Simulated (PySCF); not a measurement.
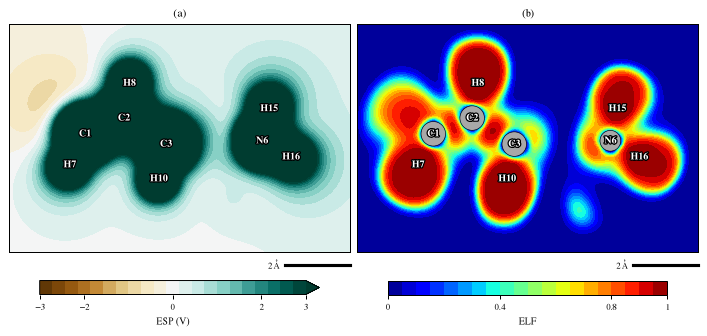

Figure 1: C5H10N (SMILES [H]/[C]=C\CCCN) (doublet). (a) electrostatic potential; (b) electron localisation function on the plane of atoms C1, C2 and C3. Grey discs cover the atomic cores in the ELF map.

Geometry: GFN2-xTB.

Computed with UKS B3LYP, pcH-1 on C H N, non-relativistic, mean-field spin-orbit, GIAO in PySCF 2.14.0, density-fitted response routines.

```xyz
16

C     3.2486   -0.2380   -0.0909
C     2.1082    0.1391   -0.5607
C     0.8148    0.2863    0.2276
C    -0.2770   -0.6152   -0.3421
C    -1.6149   -0.3757    0.3584
N    -2.0562    0.9919    0.1351
H     3.6703   -0.5320    0.8421
H     1.9968    0.3827   -1.6123
H     0.4815    1.3236    0.1643
H     0.9937    0.0412    1.2751
H     0.0077   -1.6627   -0.2263
H    -0.3961   -0.4135   -1.4097
H    -1.4920   -0.5094    1.4371
H    -2.3411   -1.1291    0.0045
H    -2.2356    1.1436   -0.8524
H    -2.9162    1.1763    0.6388
```

### Read the bonding off the picture.

- The section cuts through C, N and H sites.
- C–C (1.29 Å): the ELF peaks at about 0.90 between the atoms; a short, multiple covalent bond.
- N–H (1.01 Å): the ELF climbs to about 1 towards the hydrogen, as it does in any bond to H; an ordinary covalent bond to hydrogen.
- C–H (1.07 Å): the ELF climbs to about 1 towards the hydrogen: an ordinary covalent bond to hydrogen.
- The ELF also peaks beside C1, away from the bonds: non-bonding electrons, paired or unpaired.
- Outside the dense part of the molecule the potential is most negative (−0.8 V) near C1.
